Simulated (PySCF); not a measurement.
**HOCN (cyanic acid): levels of theory compared**

We compute a comparison of 6 runs (B2PLYP/STO-6G, SVWN5/STO-6G, UPBE0/STO-6G, r2SCAN/STO-6G, UMP2/STO-6G, NEVPT2(2,2)/STO-6G) of HOCN (cyanic acid). 

The results are computed with PySCF 2.14.0.

1 further run of the same task is left out (set aside as unsound or not needed).

## Step 1: Starting point

The species is HOCN (4 atoms), meant as a singlet with charge 0. SMILES: `N#CO`. The C2–O3 distance was set to 1.935 Å, away from the relaxed value.

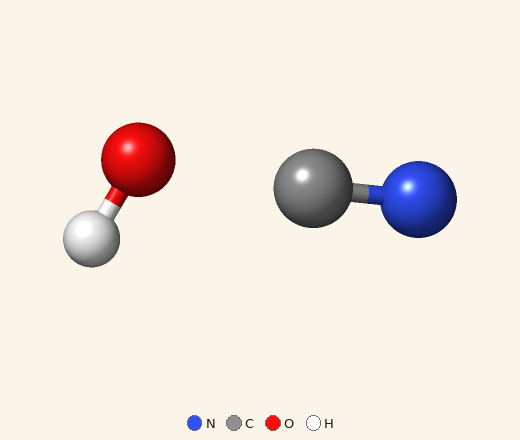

The structure, seen from a chosen angle (nitrogen blue, carbon grey, oxygen red, hydrogen white).

## Step 2: A single-point energy at B2PLYP/STO-6G (run 1)

job.py

```python
from pyscf import gto, dft, mp

mol = gto.Mole()
mol.atom = [
    ('N', (-1.838082, -0.326392, 1.264412)),
    ('C', (-0.926962, -0.090562, 0.598852)),
    ('O', (0.558270, 0.398850, -0.541130)),
    ('H', (1.216640, -0.308160, -0.562170)),
]
mol.max_memory = 1860
mol.charge = 0
mol.basis = 'sto-6g'
mol.verbose = 3
mol.spin = 0
mol.build()

calc0 = dft.RKS(mol)
calc0.xc = '0.53*HF + 0.47*B88, 0.73*LYP'
calc0.grids.level = 5
calc0.conv_tol = 1e-10
calc0.kernel()
if not calc0.converged:
    calc0 = calc0.newton().run(calc0.mo_coeff, calc0.mo_occ)

pt = mp.MP2(calc0, frozen=3).run()
e_tot = calc0.e_tot + 0.27 * pt.e_corr
print('PT2 part  %.8f' % (0.27 * pt.e_corr))
print('E = %.10f Eh' % e_tot)
```

On the command line:

```console
$ OMP_NUM_THREADS=1 python job.py
```

Log:

```text
converged SCF energy = -167.56738037899
E(RMP2) = -167.87485805763  E_corr = -0.307477678639322
E(SCS-RMP2) = -167.883256756366  E_corr = -0.315876377375449
PT2 part  -0.08301897
E = -167.6503993522 Eh
```

It took 2.8 s on 1 thread of Arm Neoverse V1, shared host; peak memory 0.19 GiB.

## Step 3: The energy at SVWN5/STO-6G (run 2)

input.py

```python
from pyscf import gto, dft

mol = gto.Mole()
mol.atom = '''
N     -3.473472    -0.616791     2.389392
C     -1.751704    -0.171137     1.131666
O      1.054977     0.753717    -1.022587
H      2.299116    -0.582338    -1.062347
'''
mol.verbose = 3
mol.max_memory = 1860
mol.basis = 'sto-6g'
mol.unit = 'bohr'
mol.build()

myscf = dft.RKS(mol)
myscf.xc = 'svwn'
myscf.grids.level = 5
myscf.conv_tol = 1e-10
myscf.kernel()
if not myscf.converged:
    myscf = myscf.newton().run(myscf.mo_coeff, myscf.mo_occ)

e_final = myscf.e_tot
print(f'total energy: {e_final:.8f} hartree')
```

On the command line:

```console
$ OMP_NUM_THREADS=1 python input.py
```

Log:

```text
converged SCF energy = -166.510411572488
total energy: -166.51041157 hartree
```

Run time: 2.3 s. Hardware: 1 thread of Arm Neoverse V1, shared host; peak memory 0.14 GiB.

Runs 3 to 5 aren't shown in full; the table further down has their settings and results.

## Step 4: The energy at NEVPT2(2,2)/STO-6G (run 6)

calc.py

```python
import numpy
from pyscf import gto, scf, mp, mcscf, mrpt

molecule = gto.M(
    atom='''
N     -3.473472    -0.616791     2.389392
C     -1.751704    -0.171137     1.131666
O      1.054977     0.753717    -1.022587
H      2.299116    -0.582338    -1.062347
''',
    verbose=3,
    max_memory=1860,
    charge=0,
    basis='sto-6g',
    spin=0,
    unit='bohr',
)

calc0 = molecule.RHF()
calc0.conv_tol = 1e-10
calc0.kernel()
if not calc0.converged:
    calc0 = calc0.newton().run(calc0.mo_coeff, calc0.mo_occ)

pt = mp.MP2(scf.addons.convert_to_uhf(calc0)).run()
noons, natorbs = mcscf.addons.make_natural_orbitals(pt)
print('natural occupations', numpy.round(noons[:40], 4))
cas = mcscf.CASSCF(calc0, 2, 2)
cas.fix_spin_(ss=0.0)
cas.natorb = True
cas.kernel(natorbs)
e_pt2 = mrpt.NEVPT(cas).kernel()
etot = cas.e_tot + e_pt2
print(f'total energy: {etot:.8f} hartree')
```

On the command line:

```console
$ OMP_NUM_THREADS=1 python calc.py
```

Log:

```text
converged SCF energy = -166.963483742147
E(UMP2) = -167.187365528555  E_corr = -0.223881786407363
E(SCS-UMP2) = -167.193540104155  E_corr = -0.230056362007278
natural occupations [2.     2.     2.     1.9977 1.9965 1.9947 1.9842 1.9756 1.9348 1.9347
 1.924  0.0866 0.0688 0.0683 0.0177 0.0164]
CASSCF energy = -167.038572557653
CASCI E = -167.038572557653  E(CI) = -1.58153453980265  S^2 = 0.0000000
Sr    (-1)',   E = -0.00000000000140
Si    (+1)',   E = 0.00000000001008
Sijrs (0)  ,   E = -0.13719109632412
Sijr  (+1) ,   E = -0.01320224814950
Srsi  (-1) ,   E = -0.00803704755213
Srs   (-2) ,   E = -0.00031226820260
Sij   (+2) ,   E = -0.00144414263304
Sir   (0)' ,   E = -0.01213126748927
Nevpt2 Energy = -0.172318070341967
total energy: -167.21089063 hartree
```

It took 0.97 s on 1 thread of Arm Neoverse V1, shared host; peak memory 0.12 GiB.

## Step 5: Overview of the runs

| run | level | frozen core orbitals | follow instability | energy (Eh) | dipole moment (D) of the reference | HOMO energy (eV) | LUMO energy (eV) | wall time |
| --- | --- | --- | --- | --- | --- | --- | --- | --- |
| 1 | B2PLYP/STO-6G | 3 | – | -167.650399 | 3.39 | -9.11 | 0.35 | 2.8 s |
| 2 | SVWN5/STO-6G | – | – | -166.510412 | 2.91 | -4.03 | -2.46 | 2.3 s |
| 3 | UPBE0/STO-6G | – | yes | -167.697690 | 3.10 | -6.74 | -1.39 | 11 s |
| 4 | r2SCAN/STO-6G | – | – | -167.819422 | 2.93 | -4.85 | -2.51 | 3.9 s |
| 5 | UMP2/STO-6G | 3 | yes | -167.138303 | 3.31 | -11.63 | 5.38 | 0.96 s |
| 6 | NEVPT2(2,2)/STO-6G | – | – | -167.210891 | 3.78 | -11.39 | 3.52 | 0.97 s |

## Step 6: Outcome

| quantity | value |
| --- | --- |
| run 6: total energy | -167.21089 Eh |
| run 6: dipole moment (Hartree–Fock density) | 3.78 D |
| run 6: HOMO energy (Hartree–Fock orbitals) | -11.39 eV |
| run 6: LUMO energy (Hartree–Fock orbitals) | 3.52 eV |
| run 6: HOMO–LUMO gap (Hartree–Fock orbitals) | 14.91 eV |

**Reading.** Over runs 1, 2, 3, 4 the dipole moment (its size) runs from 2.91 D (SVWN5/STO-6G) to 3.39 D (B2PLYP/STO-6G). A double hybrid's value is that of its SCF part. Over runs 1, 2, 3, 4 the HOMO–LUMO gap runs from 1.57 eV (SVWN5/STO-6G) to 9.47 eV (B2PLYP/STO-6G). Totals of different functionals can't be ranked against each other. In runs 1, 2, 3, 4, 5, 6 the basis is minimal, so the values are rough. Spin contamination of the reference: run 5 ⟨S²⟩ = 1.11. Where it is this large, the reference is a mixture of spin states, and values that rest on it are in doubt. All runs together took 22 s, the longest 11 s.
